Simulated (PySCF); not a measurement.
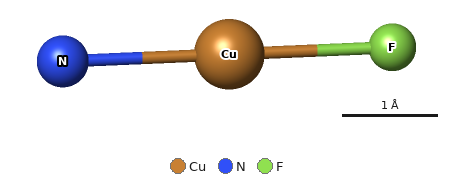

The input geometry (ball-and-stick view, seen at an oblique angle). Sticks mark near contacts. Bond lengths as drawn: Cu–F 1.75 Å and Cu–N 1.79 Å.

## Frequency calculation, with input and output: CuNF

CuNF, multiplicity 2, computed with UKS-based PBE0, Cu def2-TZVP, N def2-TZVP, F def2-TZVP; non-relativistic Hamiltonian; density fitting (PySCF 2.14.0).

The input:
```python
from pyscf import gto, scf, dft
mol = gto.M(atom='''
Cu     0.000000    -0.000000    -0.085739
N      0.000000     0.000000    -1.873050
F     -0.000000    -0.000000     1.664264''',
    basis={'Cu': 'def2-TZVP', 'N': 'def2-TZVP', 'F': 'def2-TZVP'},
    charge=0, spin=1)
mf = dft.UKS(mol, xc='PBE0')
mf.grids.atom_grid = (75, 302)
aux = {'Cu': 'def2-universal-JKFIT', 'N': 'def2-universal-JKFIT', 'F': 'def2-universal-JKFIT'}
mf = mf.density_fit(auxbasis=aux)
mf.conv_tol = 1e-09
mf.diis_space = 10
mf.max_cycle = 60
mf.verbose = 4
mf.kernel()
```

The script is an equivalent of the set-up of the self-consistent field. The run itself was carried out by a driver, which started from the orbitals of the step before it where there was one and computed the further properties.

Launched with:
```bash
OMP_NUM_THREADS=4 python axn.py task.json out
```

Log:
```
init E= -1794.64115803673
  alpha nocc = 23  HOMO = -0.337690969233288  LUMO = -0.122376685067473
  beta  nocc = 22  HOMO = -0.321784505931076  LUMO = -0.122376685067525
  HOMO = -0.321784505931  LUMO = -0.122376685068  gap/eV = 5.42616
cycle= 1 E= -1794.64115803594  delta_E= 7.93e-10  |g|= 6.55e-05  |ddm|= 3.08e-05
  alpha nocc = 23  HOMO = -0.337686300106062  LUMO = -0.122383823405726
  beta  nocc = 22  HOMO = -0.321792242342262  LUMO = -0.12238382340581
  HOMO = -0.321792242342  LUMO = -0.122383823406  gap/eV = 5.42618
cycle= 2 E= -1794.64115802505  delta_E= 1.09e-08  |g|= 0.000244  |ddm|= 0.000108
  alpha nocc = 23  HOMO = -0.337690316175908  LUMO = -0.122378931229506
  beta  nocc = 22  HOMO = -0.32178703398077  LUMO = -0.122378931229592
  HOMO = -0.321787033981  LUMO = -0.12237893123  gap/eV = 5.42617
cycle= 3 E= -1794.64115803681  delta_E= -1.18e-08  |g|= 1.47e-06  |ddm|= 8.45e-05
  alpha nocc = 23  HOMO = -0.33769013784872  LUMO = -0.122378567551337
  beta  nocc = 22  HOMO = -0.321786702405082  LUMO = -0.122378567551431
  HOMO = -0.321786702405  LUMO = -0.122378567551  gap/eV = 5.42617
cycle= 4 E= -1794.6411580368  delta_E= 1.25e-11  |g|= 1.4e-06  |ddm|= 1.91e-06
  alpha nocc = 23  HOMO = -0.337690043746544  LUMO = -0.122378884151276
  beta  nocc = 22  HOMO = -0.321787119704155  LUMO = -0.12237888415136
  HOMO = -0.321787119704  LUMO = -0.122378884151  gap/eV = 5.42617
Extra cycle  E= -1794.64115803681  delta_E= -1.07e-11  |g|= 4.19e-06  |ddm|= 2.46e-06
converged SCF energy = -1794.64115803681  <S^2> = 1.761089  2S+1 = 2.8362574
```

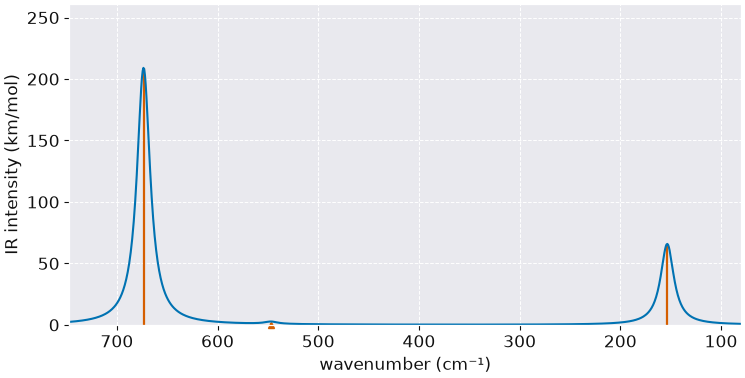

Harmonic infrared spectrum, unscaled: sticks (degenerate modes added up, dark ones marked on the axis) with a Lorentzian envelope of 16 cm⁻¹ full width, scaled to the tallest stick. 4 modes from 153 to 673 cm⁻¹, none imaginary. The strongest line is at 673 cm⁻¹ (209 km/mol). All modes, in cm⁻¹ (km/mol): 153 (33), 153 (33), 547 (1.9), 673 (209).

Key numbers:

```json
{"quantity": "outcome", "value": "converged"}
{"quantity": "total energy", "value": "−1794.641158 hartree"}
{"quantity": "⟨S²⟩", "value": "1.761"}
{"quantity": "zero-point energy", "value": "0.003479 hartree"}
{"quantity": "dipole moment", "value": "1.72 D"}
{"quantity": "wavenumbers, lowest and highest", "value": "153 and 673 cm⁻¹"}
{"quantity": "hardware", "value": "4 threads of Arm Neoverse V1, 24 GiB of memory available, shared host"}
{"quantity": "wall time", "value": "27 s (CPU time 86 s)"}
{"quantity": "peak memory", "value": "1.1 GiB"}
```

Notes:

Checks after the run noted: spin contamination. ⟨S²⟩ is 1.76 against 0.75 for a pure state: the solution is spin-contaminated.
